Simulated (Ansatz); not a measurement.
# C₃H₆F₂Si: small, medium and large basis sets

Aim: see how fast density functionals converge with the basis set for C₃H₆F₂Si.

Computed with Ansatz 0.2.0, Gaussian basis. Level: one geometry, several basis sets.

The runs, in order: PBE0-D4/def2-SVP; ωB97M-V/def2-SVP; PBE0-D4/def2-QZVPP; ωB97M-V/def2-QZVPP; the functionals' def2-TZVPP values are taken from earlier runs.

## (1) The geometry

All runs share one geometry, relaxed beforehand with PBE0-D4 in a triple-zeta def2 set.

SMILES `FC[Si]1(F)CC1`, 12 atoms, charge 0, spin multiplicity 1.

Atoms are counted from 1 here; the program's logs count them from 0.

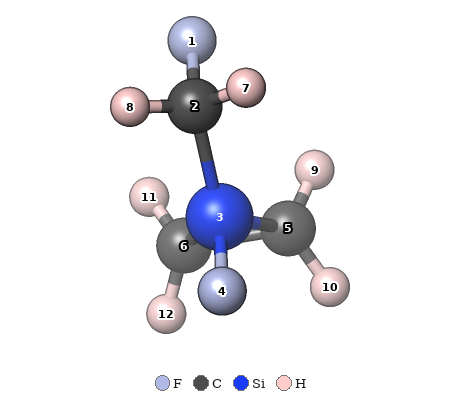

The geometry (fluorine light blue, carbon dark grey, silicon blue, hydrogen pink); atoms are numbered from 1 in the order of the file.

## (2) PBE0-D4 in def2-SVP

in.yaml

```yaml
crystal:
  periodic: [false, false, false]
  atoms:
    - {symbol: F, position_ang: [0.621112, -1.756876, 1.378249]}
    - {symbol: C, position_ang: [0.743784, -1.735858, -0.004379]}
    - {symbol: Si, position_ang: [0.102781, -0.086374, -0.644920]}
    - {symbol: F, position_ang: [0.253332, -0.085298, -2.235393]}
    - {symbol: C, position_ang: [0.220451, 1.457591, 0.300962]}
    - {symbol: C, position_ang: [-1.232210, 0.839179, 0.163479]}
    - {symbol: H, position_ang: [1.797025, -1.885312, -0.263437]}
    - {symbol: H, position_ang: [0.174942, -2.575053, -0.417833]}
    - {symbol: H, position_ang: [0.635622, 1.460117, 1.304200]}
    - {symbol: H, position_ang: [0.362947, 2.406018, -0.208198]}
    - {symbol: H, position_ang: [-1.675733, 0.474729, 1.085076]}
    - {symbol: H, position_ang: [-1.926855, 1.432039, -0.423904]}
basis:
  gaussian: {orbitals: def2-SVP}
hamiltonian: {xc: pbe0, dispersion: d4}
output: {orbitals: {seedname: orbitals}}
```

Launch:

```console
$ ansatz run in.yaml --threads 4 --pin off --events-out ev --progress --plain --max-ram 10444MiB
```

The program printed:

```text
Functional definition: PBE0
  name "PBE0"
  cite "Adamo & Barone, J. Chem. Phys. 110, 6158 (1999) doi:10.1063/1.478522"
  cite "Perdew, Burke & Ernzerhof, Phys. Rev. Lett. 77, 3865 (1996) doi:10.1103/PhysRevLett.77.3865"
  parent pbe
  parameter a = 0.25
  parameter kappa = 0.804
  parameter beta = 0.06672455060314922
  exchange = (1 - a)*pbe_x(kappa = kappa, mu = beta*pi^2/3) + a*exact_x
  correlation = pbe_c(beta = beta)
1314 factors; their error is unknown
mean field evaluation 1: about -16491.2280 eV, gradient 5.8e1 eV
mean field evaluation 2: about -16487.2575 eV, gradient 6.9e1 eV
mean field evaluation 4: about -16498.9558 eV, gradient 3.1e0 eV
mean field evaluation 8: about -16498.9747 eV, gradient 3.0e-2 eV
mean field evaluation 16: about -16499.0184 eV, gradient 3.0e-5 eV
mean field -16499.01837624 eV, -606.3277418906 hartree, gradient 3.0e-5 eV, S^2 0.000000; 0 other end points of the search recorded, 0 dependent functions left out
reference -16499.01840286 eV, -606.3277428686 hartree; 28, 28 occupied and 90, 90 virtual orbitals, 1314 factors
Total energy: -16499.22498823 eV, -606.3353347410 hartree
```

It took 2.2 s on 4 threads of AMD EPYC 7B13, shared host.

## (3) ωB97M-V in def2-SVP

Changes to in.yaml since step 2:

```diff
@@ -17,3 +17,3 @@
   gaussian: {orbitals: def2-SVP}
-hamiltonian: {xc: pbe0, dispersion: d4}
+hamiltonian: {xc: {name: wB97M-V}}
 output: {orbitals: {seedname: orbitals}}
```

Same command.

The program printed, cut to the lines that bear on the results:

```text
Functional definition: wB97M-V
  name "wB97M-V"
  cite "Mardirossian & Head-Gordon, J. Chem. Phys. 144, 214110 (2016) doi:10.1063/1.4952647"
  cite "Becke, J. Chem. Phys. 107, 8554 (1997) doi:10.1063/1.475007"
  cite "Vydrov & Van Voorhis, J. Chem. Phys. 133, 244103 (2010) doi:10.1063/1.3521275"
  # Of w^i u^j: cxij and so on, Table III.
[...]
  gx(w, u) = 1 - cx + cx01*u + cx10*w
  gss(w, u) = css00 + css04*u^4 + css10*w + css20*w^2 + css43*w^4*u^3
  gos(w, u) = cos00 + cos10*w + (cos20 + cos21*u)*w^2 + (cos60 + cos61*u)*w^6
[...]
      + integral(e_c_pw_mod_opposite_spin*gos(b97_w_opposite, b97_u_opposite)) + vv10(b, c)
1314 factors; their error is unknown
326 factors; integrals over basis functions are off by at most 5.2e-6 eV
[...]
mean field -16507.66506270 eV, -606.6455017570 hartree, gradient 8.9e-6 eV, S^2 0.000000; 0 other end points of the search recorded, 0 dependent functions left out
reference -16507.66510283 eV, -606.6455032317 hartree; 28, 28 occupied and 90, 90 virtual orbitals, 1314 factors
Total energy: -16507.66510283 eV, -606.6455032317 hartree
```

Wall time 5.5 s (4 threads of AMD EPYC 7B13, shared host).

## (4) PBE0-D4 in def2-QZVPP

Changes to in.yaml since step 3:

```diff
@@ -16,4 +16,4 @@
 basis:
-  gaussian: {orbitals: def2-SVP}
-hamiltonian: {xc: {name: wB97M-V}}
+  gaussian: {orbitals: "def2-QZVPP.json"}
+hamiltonian: {xc: pbe0, dispersion: d4}
 output: {orbitals: {seedname: orbitals}}
```

The command is unchanged.

The program printed:

```text
Functional definition: PBE0
  name "PBE0"
  cite "Adamo & Barone, J. Chem. Phys. 110, 6158 (1999) doi:10.1063/1.478522"
  cite "Perdew, Burke & Ernzerhof, Phys. Rev. Lett. 77, 3865 (1996) doi:10.1103/PhysRevLett.77.3865"
  parent pbe
  parameter a = 0.25
  parameter kappa = 0.804
  parameter beta = 0.06672455060314922
  exchange = (1 - a)*pbe_x(kappa = kappa, mu = beta*pi^2/3) + a*exact_x
  correlation = pbe_c(beta = beta)
1644 factors; their error is unknown
mean field evaluation 1: about -16501.7914 eV, gradient 7.3e1 eV
mean field evaluation 2: about -16493.3306 eV, gradient 9.0e1 eV
mean field evaluation 4: about -16513.0222 eV, gradient 5.7e0 eV
mean field evaluation 8: about -16513.0864 eV, gradient 3.8e-1 eV
mean field evaluation 16: about -16513.0866 eV, gradient 4.2e-5 eV
mean field -16513.08657102 eV, -606.8447385128 hartree, gradient 4.2e-5 eV, S^2 0.000000; 0 other end points of the search recorded, 0 dependent functions left out
reference -16513.08661166 eV, -606.8447400066 hartree; 28, 28 occupied and 507, 507 virtual orbitals, 1644 factors
Total energy: -16513.29319704 eV, -606.8523318789 hartree
```

Wall time 10 s (4 threads of AMD EPYC 7B13, shared host); peak memory 2.1 GiB.

## (5) ωB97M-V in def2-QZVPP

Changes to in.yaml since step 4:

```diff
@@ -17,3 +17,3 @@
   gaussian: {orbitals: "def2-QZVPP.json"}
-hamiltonian: {xc: pbe0, dispersion: d4}
+hamiltonian: {xc: {name: wB97M-V}}
 output: {orbitals: {seedname: orbitals}}
```

Same command.

The program printed, cut to the lines that bear on the results:

```text
Functional definition: wB97M-V
  name "wB97M-V"
  cite "Mardirossian & Head-Gordon, J. Chem. Phys. 144, 214110 (2016) doi:10.1063/1.4952647"
  cite "Becke, J. Chem. Phys. 107, 8554 (1997) doi:10.1063/1.475007"
  cite "Vydrov & Van Voorhis, J. Chem. Phys. 133, 244103 (2010) doi:10.1063/1.3521275"
  # Of w^i u^j: cxij and so on, Table III.
[...]
  gx(w, u) = 1 - cx + cx01*u + cx10*w
  gss(w, u) = css00 + css04*u^4 + css10*w + css20*w^2 + css43*w^4*u^3
  gos(w, u) = cos00 + cos10*w + (cos20 + cos21*u)*w^2 + (cos60 + cos61*u)*w^6
[...]
      + integral(e_c_pw_mod_opposite_spin*gos(b97_w_opposite, b97_u_opposite)) + vv10(b, c)
1624 factors; their error is unknown
393 factors; integrals over basis functions are off by at most 5.9e-6 eV
[...]
mean field -16522.01005497 eV, -607.1726704994 hartree, gradient 1.7e-5 eV, S^2 0.000000; 0 other end points of the search recorded, 0 dependent functions left out
reference -16522.01011849 eV, -607.1726728339 hartree; 28, 28 occupied and 507, 507 virtual orbitals, 1624 factors
Total energy: -16522.01011849 eV, -607.1726728339 hartree
```

Run time: 24 s. Hardware: 4 threads of AMD EPYC 7B13, shared host; peak memory 2.6 GiB.

## (6) Density functionals: the series

The def2-TZVPP values come from earlier runs at the same geometry.

```csv
functional,basis,functions,energy (eV),from the largest (eV),HOMO (eV),LUMO (eV)
PBE0-D4,def2-SVP,118,-16499.2250,14.068,-7.15,0.78
PBE0-D4,def2-TZVPP,281,-16512.5510,0.742,-7.17,0.34
PBE0-D4,def2-QZVPP,535,-16513.2932,0.000,-7.19,0.16
ωB97M-V,def2-SVP,118,-16507.6651,14.345,-9.36,2.79
ωB97M-V,def2-TZVPP,281,-16521.3118,0.698,-9.40,2.14
ωB97M-V,def2-QZVPP,535,-16522.0101,0.000,-9.41,1.48
```

## (7) What came out

```
                                       quantity           value
PBE0-D4: double and triple zeta above quadruple  14.07, 0.74 eV
ωB97M-V: double and triple zeta above quadruple  14.35, 0.70 eV
```

PBE0-D4 gains 13.33 eV from double to triple zeta, then 0.74 eV more. Total energies overstate the basis error of differences, where much of it tends to cancel. The LUMO of ωB97M-V is positive and keeps falling with the basis (2.79 to 1.48 eV): an unbound level that the basis holds in place.

For PBE0-D4 the largest set took about 5 times as long as the smallest (10 s against 2.2 s).
